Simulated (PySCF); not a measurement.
## A study: Cl3HOZr, SMILES `O[Zr](Cl)(Cl)Cl`

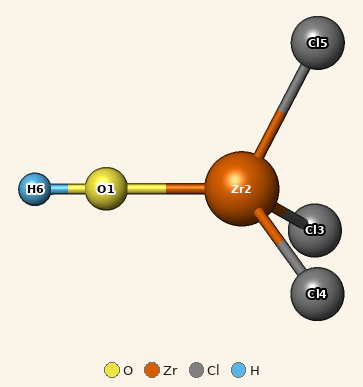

The molecule, with its atoms numbered as below. No frequency check shows the geometry to be a minimum.

Coordinates in Å:

```
O1      -0.0224    0.0020    2.1607
Zr2     -0.0014    0.0001    0.3400
Cl3     -1.3526    1.5037   -0.6770
Cl4     -0.6186   -1.9284   -0.6700
Cl5      1.9874    0.4233   -0.6534
H6      -0.0422    0.0029    3.1200
```

## 1. Bonding charge

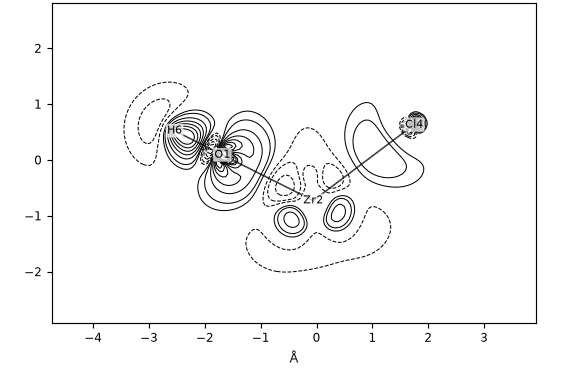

Deformation density (molecule less spherical, spin-averaged free atoms) in the plane of O1, Zr2, Cl4 and H6; contours at ±0.05 to ±0.8 e/Å³; solid lines: gain, dashed lines: loss.

Computed with PySCF, PBE/def2-TZVP, geometry: GFN2-xTB. Core potentials replace the inner electrons of Zr; spin–orbit coupling isn't included. This is a single-reference result, which may miss multireference character in this system.

Question: Describe the bonding that the map shows.

Answer: Zr2–Cl4: +0.11 e/Å³ at the bond critical point (bond length 2.26 Å, Mayer order 1.1). O1–Zr2: +0.02 e/Å³ at the bond critical point (bond length 1.82 Å, Mayer order 1.1); up to 0.6 Å beside the axis the gain reaches +0.22 e/Å³. In all, 1.4 electrons gather in the regions of gain relative to the promolecule. A small or negative value marks a very polar bond, one between electron-rich atoms, whose free-atom densities already overlap strongly, a long bond to a heavier atom, or a closed-shell contact such as a hydrogen bond.

Question: Where do the Hirshfeld charges lie?

Answer: The highest Hirshfeld charge is on Zr2 (+0.57 e), the lowest on O1 (−0.31 e).

```csv
atom,charge (e)
O1,−0.31
Zr2,+0.57
Cl3,−0.15
Cl4,−0.15
Cl5,−0.15
H6,+0.20
```

## 2. Local ionisation energy

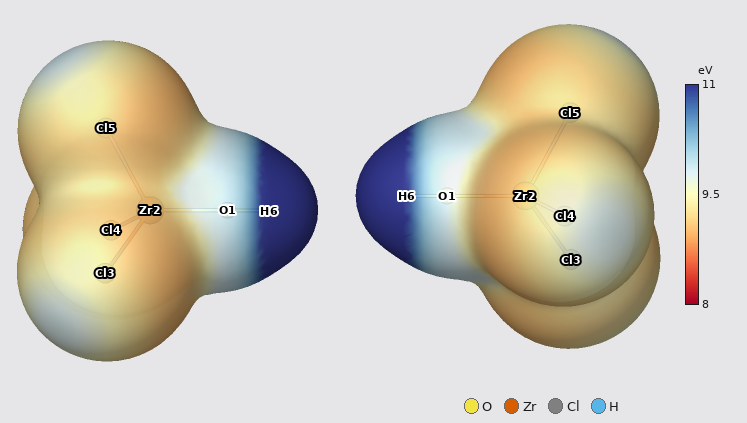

Average local ionisation energy on the surface of electron density 0.001 a.u. (back view left, front view right).

Question: Where are the most loosely bound electrons on this surface?

Answer: The lowest value is 9.0 eV, 2.1 Å from Cl5, and at like points elsewhere. Further minima include 9.1 eV, 2.1 Å from Cl3, and at like points elsewhere. For comparison, the highest occupied orbital lies at −7.7 eV.

## 3. In an electric field

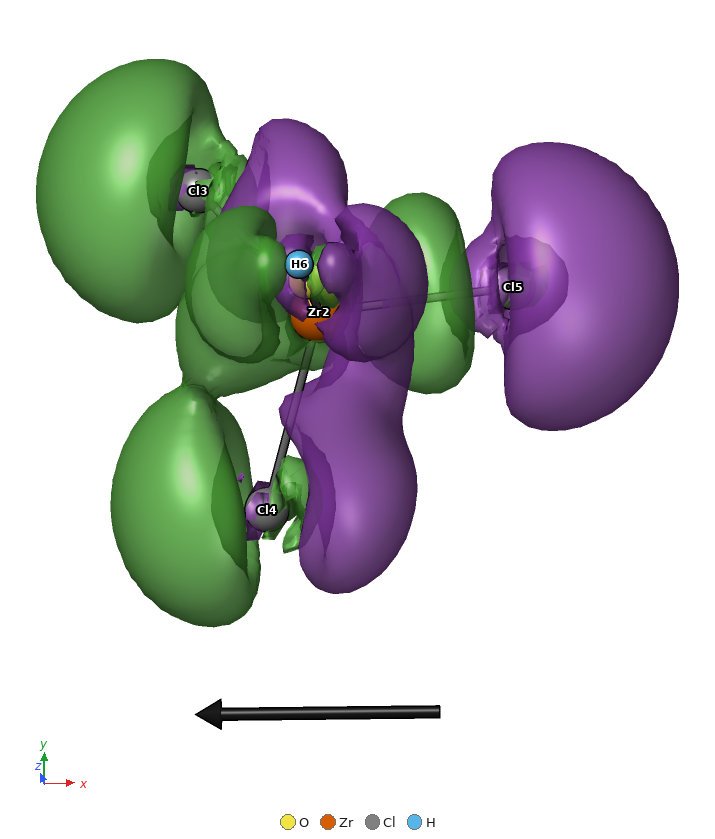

Change of the electron density in a uniform field of 0.21 V/Å along −x (arrow), surfaces at ±0.001 e/Å³ (purple: gain, green: loss).

Computed with PySCF, PBE/def2-TZVP, geometry: GFN2-xTB. Core potentials replace the inner electrons of Zr; spin–orbit coupling isn't included. This is a single-reference result, which may miss multireference character in this system. A basis without diffuse functions makes polarisabilities too small.

The field was applied in both directions; the picture shows the one opposite to the script's first.

Question: How large is the response?

Answer: The induced dipole is 0.82 D (along the field); α along this axis, from the fields in both directions, is 81 bohr³ (11.9 Å³).

## 4. Removing or adding an electron

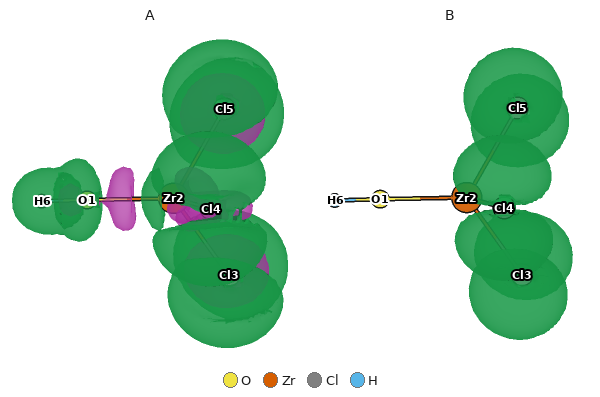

The Fukui function f⁻ from two separate SCF calculations and the density of the HOMO, at ±0.01 e/Å³ (green positive, purple negative).

Level of theory: PBE/def2-TZVP (PySCF), at a geometry from GFN2-xTB. Core potentials replace the inner electrons of Zr; spin–orbit coupling isn't included. This is a single-reference result, which may miss multireference character in this system.

Question: Which panel is which, and how good is the frozen-orbital picture?

Answer: A is f⁻ (it has negative regions), B the HOMO density. The HOMO lies on Cl3, Cl4 and Cl5 (32 % each) and Zr2 (6 %); f⁻ (Hirshfeld-condensed) is largest on Cl3, Cl4 and Cl5 (0.27 each); the vertical ionisation energy is 10.53 eV (the stability of the cation's solution wasn't checked). Relaxation shifts 15 % of the electron between atoms. The orbital energy is −7.74 eV.
